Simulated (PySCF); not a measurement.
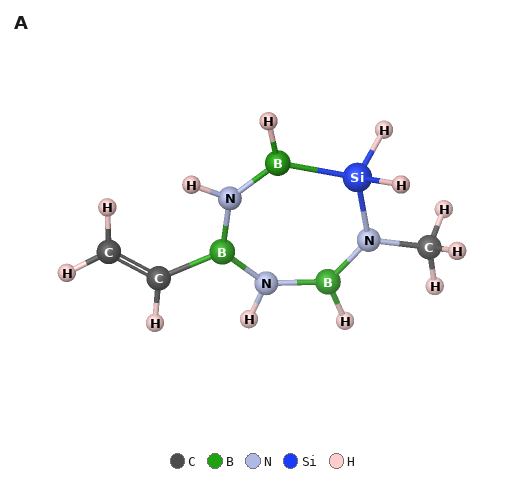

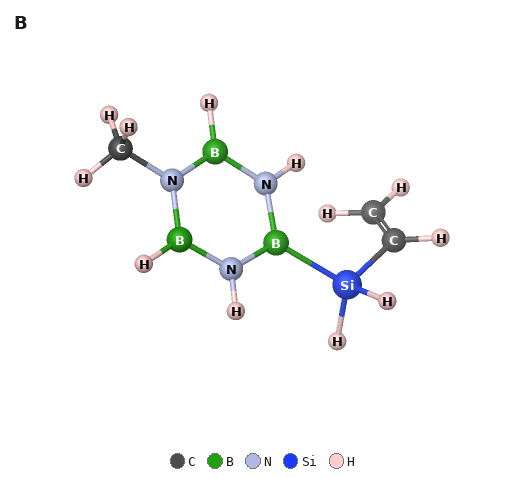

2 stationary structures of one formula. Geometries: GFN2-xTB. Electronic energies: PBE0/pcSseg-1 (PySCF 2.14.0), without zero-point energy. No frequency run is at hand to confirm each as a minimum. Each is one conformer, not always the lowest.

Are they conformers, stereoisomers or constitutional isomers?

They are constitutional isomers of C3H12B3N3Si: A `C=CB1NB[SiH2]N(C)BN1`, B `C=C[SiH2]B1NBN(C)BN1`.

Which is lowest in energy, and by how much?

B is lowest; A lies 19.1 kcal/mol above it.

The geometry is semi-empirical. Around B, Si such bond lengths and angles can be off by a tenth of an ångström or more and by several degrees, and values that hang on the shape move with them.
